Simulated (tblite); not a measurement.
Run report: C4H7F2Ge, geometry relaxation (part 3 of 3)

C4H7F2Ge, multiplicity 2, SMILES [CH3][GeH][CH2]C=C(F)F; GFN2-xTB geometry optimisation, gas phase (tblite 0.8.0). It belongs to a series of runs on one base structure; here: H removed from Ge.

Trajectory as extended XYZ, continued:
```
14
Properties=species:S:1:pos:R:3:forces:R:3 step=149 energy=-638.11342
C     1.9279   -0.9262    0.4001    0.0230   0.0030  -0.0290
Ge    0.0462   -1.6483    0.4743   -0.0210   0.0110  -0.0070
C    -1.1582    0.0016    0.9169   -0.0090   0.0250   0.0090
C    -1.4164    0.5923   -0.3900   -0.0320  -0.0130   0.0040
C    -0.6417    1.5098   -0.9560   -0.0030   0.0030  -0.0160
F    -0.8373    2.0372   -2.1634    0.0190   0.0070   0.0120
F     0.4338    2.0634   -0.3886   -0.0250   0.0040  -0.0150
H     2.5584   -1.5811   -0.1930    0.0150   0.0030  -0.0060
H     1.9039    0.0590   -0.0551    0.0000  -0.0100  -0.0340
H     2.3571   -0.8357    1.3929   -0.0010  -0.0100   0.0470
H    -0.2920   -1.8414   -1.0654    0.0060  -0.0100   0.0150
H    -0.5575    0.6404    1.5610   -0.0550  -0.0510  -0.0100
H    -2.0714   -0.3059    1.4161    0.0360   0.0240   0.0000
H    -2.2536    0.2346   -0.9721    0.0470   0.0140   0.0310
14
Properties=species:S:1:pos:R:3:forces:R:3 step=155 energy=-638.11680
C     1.9178   -0.9091    0.3610   -0.0220   0.0250   0.0470
Ge    0.0455   -1.6485    0.5118    0.0100   0.0050   0.0140
C    -1.1717   -0.0017    0.9245   -0.0020  -0.0090   0.0010
C    -1.3852    0.5841   -0.3917   -0.0180   0.0180  -0.0300
C    -0.6185    1.5268   -0.9280    0.0050  -0.0290   0.0090
F    -0.7757    2.0355   -2.1494    0.0060   0.0110   0.0130
F     0.4104    2.1233   -0.3197   -0.0210  -0.0070  -0.0040
H     2.5534   -1.5970   -0.1852    0.0370  -0.0290  -0.0100
H     1.8852    0.0399   -0.1651   -0.0150  -0.0090  -0.0150
H     2.3427   -0.7448    1.3482    0.0100  -0.0030  -0.0240
H    -0.3251   -1.9277   -1.0046   -0.0070   0.0110  -0.0020
H    -0.6006    0.6348    1.5937    0.0040   0.0110  -0.0060
H    -2.0982   -0.3134    1.3939   -0.0030  -0.0060  -0.0150
H    -2.1806    0.1973   -1.0114    0.0160   0.0110   0.0210
14
Properties=species:S:1:pos:R:3:forces:R:3 step=160 energy=-638.11857
C     1.9080   -0.8915    0.3276    0.0130   0.0040  -0.0170
Ge    0.0476   -1.6425    0.5439   -0.0100   0.0110  -0.0040
C    -1.1882   -0.0055    0.9319   -0.0070   0.0010  -0.0050
C    -1.3677    0.5737   -0.3923    0.0280   0.0000  -0.0060
C    -0.5897    1.5232   -0.8989   -0.0140   0.0230  -0.0190
F    -0.6989    2.0257   -2.1282   -0.0070   0.0110   0.0010
F     0.3942    2.1460   -0.2459    0.0070  -0.0190   0.0100
H     2.5476   -1.6192   -0.1646    0.0070   0.0350   0.0270
H     1.8654    0.0106   -0.2770   -0.0110  -0.0440   0.0080
H     2.3340   -0.6428    1.2961    0.0120  -0.0100  -0.0240
H    -0.3577   -1.9624   -0.9577    0.0100   0.0000   0.0170
H    -0.6457    0.6441    1.6120    0.0030  -0.0100   0.0120
H    -2.1225   -0.3309    1.3750   -0.0180   0.0070  -0.0080
H    -2.1272    0.1711   -1.0438   -0.0160  -0.0080   0.0080
14
Properties=species:S:1:pos:R:3:forces:R:3 step=166 energy=-638.12048
C     1.9000   -0.8729    0.2957    0.0220   0.0140   0.0020
Ge    0.0523   -1.6399    0.5662   -0.0070   0.0010   0.0030
C    -1.2076   -0.0150    0.9320    0.0380  -0.0030   0.0160
C    -1.3527    0.5667   -0.3946   -0.0330   0.0020  -0.0040
C    -0.5694    1.5277   -0.8693    0.0090   0.0230  -0.0150
F    -0.6418    2.0402   -2.0969   -0.0050   0.0160  -0.0030
F     0.3900    2.1477   -0.1778    0.0110  -0.0110  -0.0070
H     2.5603   -1.6286   -0.1202   -0.0010   0.0140   0.0050
H     1.8506   -0.0323   -0.3917   -0.0170  -0.0430   0.0240
H     2.3133   -0.5309    1.2414   -0.0060   0.0010  -0.0260
H    -0.3663   -2.0149   -0.9180    0.0030   0.0070   0.0100
H    -0.6808    0.6322    1.6282   -0.0340  -0.0160  -0.0050
H    -2.1526   -0.3451    1.3485    0.0080  -0.0040  -0.0030
H    -2.0961    0.1646   -1.0655    0.0120  -0.0010   0.0050
14
Properties=species:S:1:pos:R:3:forces:R:3 step=172 energy=-638.12304
C     1.8987   -0.8591    0.2714    0.0360   0.0240  -0.0060
Ge    0.0648   -1.6439    0.5873    0.0130   0.0080  -0.0030
C    -1.2197   -0.0361    0.9236   -0.0140   0.0120  -0.0100
C    -1.3463    0.5709   -0.3960    0.0060   0.0030  -0.0050
C    -0.5533    1.5391   -0.8397    0.0050   0.0040  -0.0040
F    -0.6135    2.0907   -2.0518    0.0000  -0.0160   0.0260
F     0.4099    2.1255   -0.1244   -0.0060   0.0040  -0.0110
H     2.5968   -1.6332   -0.0386   -0.0360   0.0360   0.0170
H     1.8313   -0.1130   -0.5166    0.0030  -0.0360   0.0270
H     2.2784   -0.3860    1.1744   -0.0240  -0.0280  -0.0400
H    -0.3618   -2.0642   -0.8809   -0.0010  -0.0010   0.0030
H    -0.7308    0.6103    1.6469   -0.0060  -0.0070  -0.0090
H    -2.1723   -0.3866    1.3061    0.0100  -0.0080   0.0020
H    -2.0829    0.1851   -1.0839    0.0120   0.0060   0.0150
14
Properties=species:S:1:pos:R:3:forces:R:3 step=178 energy=-638.12387
C     1.8843   -0.8356    0.2316    0.0040   0.0050   0.0120
Ge    0.0747   -1.6356    0.6277   -0.0270   0.0010  -0.0030
C    -1.2376   -0.0422    0.9255    0.0140  -0.0190   0.0060
C    -1.3221    0.5667   -0.3955   -0.0100   0.0020  -0.0070
C    -0.5201    1.5404   -0.8099   -0.0090  -0.0060   0.0020
F    -0.5412    2.0899   -2.0237    0.0000   0.0030   0.0000
F     0.4126    2.1338   -0.0618    0.0050   0.0020   0.0000
H     2.5931   -1.6151   -0.0318   -0.0010   0.0120   0.0030
H     1.7913   -0.1496   -0.6055    0.0130  -0.0080   0.0110
H     2.2602   -0.2965    1.0972    0.0020  -0.0020  -0.0270
H    -0.3810   -2.1278   -0.8082    0.0020  -0.0030  -0.0060
H    -0.7856    0.6065    1.6695    0.0000   0.0100   0.0010
H    -2.1961   -0.4133    1.2706   -0.0080   0.0020   0.0050
H    -2.0331    0.1780   -1.1079    0.0150   0.0010   0.0020
14
Properties=species:S:1:pos:R:3:forces:R:3 step=183 energy=-638.12422
C     1.8795   -0.8294    0.2192    0.0130   0.0090  -0.0070
Ge    0.0756   -1.6351    0.6365    0.0070   0.0000  -0.0020
C    -1.2414   -0.0478    0.9245   -0.0090   0.0030  -0.0010
C    -1.3155    0.5663   -0.3956    0.0050  -0.0080   0.0030
C    -0.5127    1.5447   -0.7970    0.0050   0.0020   0.0030
F    -0.5225    2.1000   -2.0083   -0.0010  -0.0010   0.0020
F     0.4110    2.1372   -0.0367   -0.0080  -0.0040  -0.0040
H     2.6007   -1.6099   -0.0054   -0.0100   0.0110   0.0040
H     1.7872   -0.1808   -0.6478    0.0010  -0.0170   0.0180
H     2.2436   -0.2487    1.0625   -0.0080  -0.0070  -0.0160
H    -0.3862   -2.1511   -0.7890    0.0020   0.0000  -0.0060
H    -0.8023    0.6023    1.6751    0.0010   0.0030  -0.0010
H    -2.2027   -0.4235    1.2575   -0.0050   0.0030   0.0060
H    -2.0151    0.1753   -1.1177    0.0060   0.0050   0.0010
14
Properties=species:S:1:pos:R:3:forces:R:3 step=189 energy=-638.12445
C     1.8748   -0.8234    0.2051   -0.0010   0.0050   0.0030
Ge    0.0773   -1.6345    0.6408    0.0000  -0.0020   0.0040
C    -1.2475   -0.0521    0.9255    0.0050  -0.0040   0.0020
C    -1.3080    0.5639   -0.3939   -0.0050  -0.0010  -0.0010
C    -0.5037    1.5459   -0.7830   -0.0010  -0.0030   0.0020
F    -0.5011    2.1049   -1.9926    0.0010   0.0000  -0.0030
F     0.4087    2.1381   -0.0097    0.0050   0.0050   0.0020
H     2.6110   -1.6019    0.0298   -0.0010  -0.0030  -0.0030
H     1.7849   -0.2209   -0.6939   -0.0010  -0.0020  -0.0030
H     2.2179   -0.1964    1.0228   -0.0020   0.0030   0.0030
H    -0.3913   -2.1638   -0.7777    0.0020   0.0000  -0.0050
H    -0.8164    0.5983    1.6806    0.0010   0.0000   0.0050
H    -2.2103   -0.4317    1.2501    0.0010   0.0050  -0.0050
H    -1.9968    0.1730   -1.1260   -0.0050  -0.0020  -0.0010
```

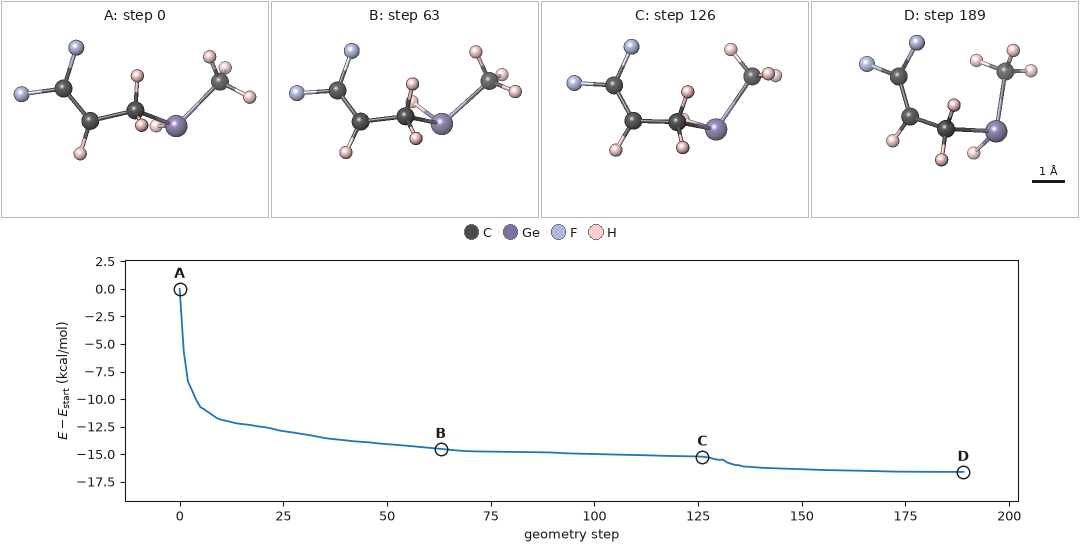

**Figure 1.** Frames of the relaxation (ball-and-stick view, seen at a tilt) above the curves, on which the letters mark them (steps are counted from 0).

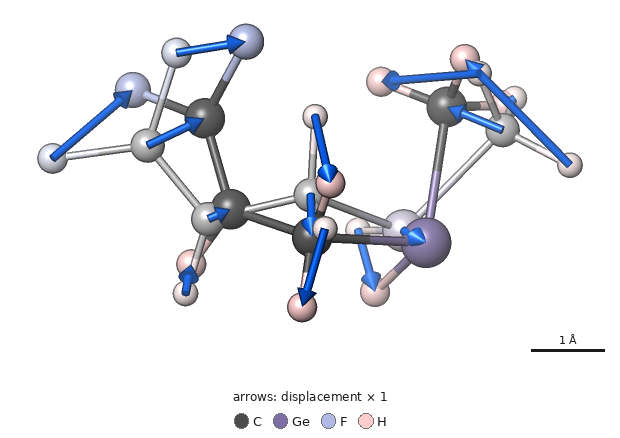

**Figure 2.** Start (faint) and end (solid) with the displacements as blue arrows, at true length (ball-and-stick view, seen at a tilt). The two geometries are laid on each other by the best rigid fit. H10 moves most after the best rigid fit: 2.08 Å. By element the largest moves are H 2.08 Å, F 1.59 Å, C 0.89 Å, Ge 0.54 Å. Among the contacts that change: Ge2–C3 1.910 → 2.083 Å, C1–Ge2 1.958 → 2.020 Å, C3–C4 1.506 → 1.457 Å, C1–H10 1.131 → 1.086 Å. Among the angles that change: Ge2–C3–C4 114.1° → 102.9°, C3–Ge2–H11 110.8° → 100.8°, C3–C4–C5 116.3° → 123.6°. Over 189 geometry steps the energy falls by 16.6 kcal/mol. The largest force component goes from 2.3 to 0.005 eV/Å. (Atoms are counted from 1 in the order of the input.)

This output came from the following input.

Input:
```
{"job": {"kind": "relax", "xc": "GFN2-xTB", "basis": "xTB"}, "charge": 0, "multiplicity": 2}
C      2.010300    -1.388100     0.848800
Ge     0.167500    -1.492100     0.194500
C     -0.657000     0.196500     0.536300
C     -1.602100     0.650000    -0.544300
C     -1.310500     1.799500    -1.133300
F     -2.094800     2.309800    -2.136600
F     -0.206400     2.528800    -0.786300
H      2.764300    -1.644100     0.088600
H      2.164500    -0.351300     1.205600
H      2.053100    -2.082300     1.740100
H      0.280400    -1.752500    -1.331600
H      0.140400     0.947000     0.614300
H     -1.227100     0.221300     1.506300
H     -2.483200     0.056800    -0.824600
```

The first line tells a small driver script what to run in tblite; the rest is the geometry in Å.

Launch command:
```bash
OMP_NUM_THREADS=1 python <driver script> task.json out
```

Results in brief:

```tsv
quantity	value
outcome	converged
total energy	−638.1244 eV
hardware	1 CPU thread, shared host
wall time	0.92 s
peak memory	0.18 GiB
```
